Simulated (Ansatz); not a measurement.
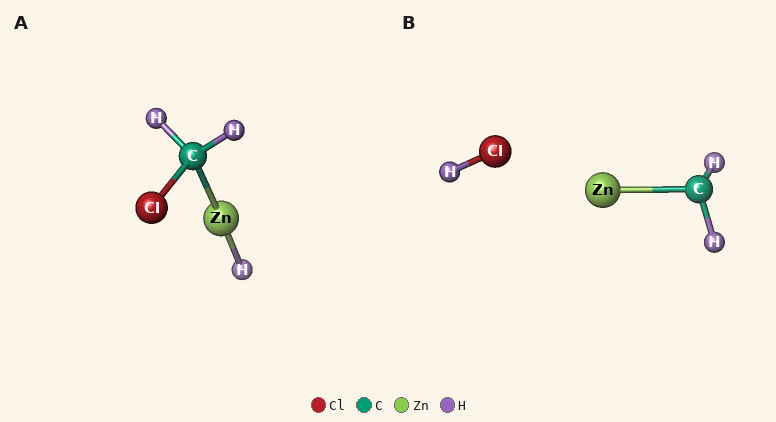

2 stationary structures of one formula. Geometries: PBE0-D4/def2-TZVP. Electronic energies: RHF-CCSD(T) (frozen core) with 3s3p of Cu, Zn/def2-TZVPP (Ansatz 0.2.0), without zero-point energy. No frequency run is at hand to confirm each as a minimum.

### Which is lowest in energy, and by how much?

A is lowest (Cs); B lies 56.1 kcal/mol above it (Cs).
